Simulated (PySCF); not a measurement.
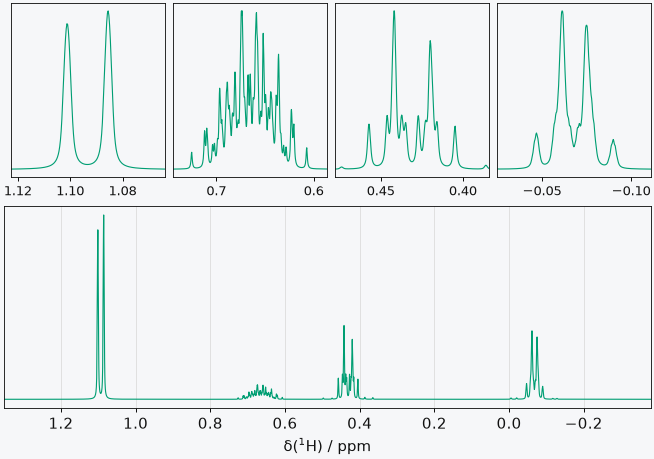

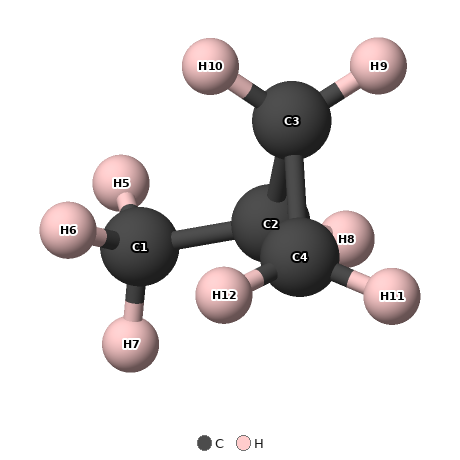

C₄H₈ (methylcyclopropane), SMILES CC1CC1. Simulated ¹H spectrum at 400 MHz, line width 0.6 Hz, from GIAO shifts (PBE0/pcSseg-1, against TMS) and couplings (B3LYP/pcJ-1), PySCF, at a GFN2-xTB geometry (no frequency check). Gas phase, values of one conformer, averaged over methyl-type rotors and exact or near symmetry; couplings among ¹H are treated exactly, other nuclei are left out. The spin-dipole term of J is left out for all pairs. The upper panels enlarge each group of lines, each scaled alone.

Assign the signals.

Answer.
```tsv
δ (ppm)	nuclei	atoms
1.09	3	H5, H6, H7
0.67	1	H8
0.43	2	H9, H11
−0.07	2	H10, H12
```

Which couplings enter the simulation?

Answer.
```csv
pair,J (Hz)
H10–H12,10.3
H9–H11,10.2
"H8–H9, H8–H11",9.0
H5/H6/H7 – H8,6.3
"H9–H12, H11–H10",6.1
"H9–H10, H11–H12",−5.9
"H8–H10, H8–H12",5.3
```

Not listed: couplings under 0.5 Hz, those between magnetically equivalent nuclei.

Limits of at least one run: the tight-binding geometry is rougher than a DFT one and adds to the error.
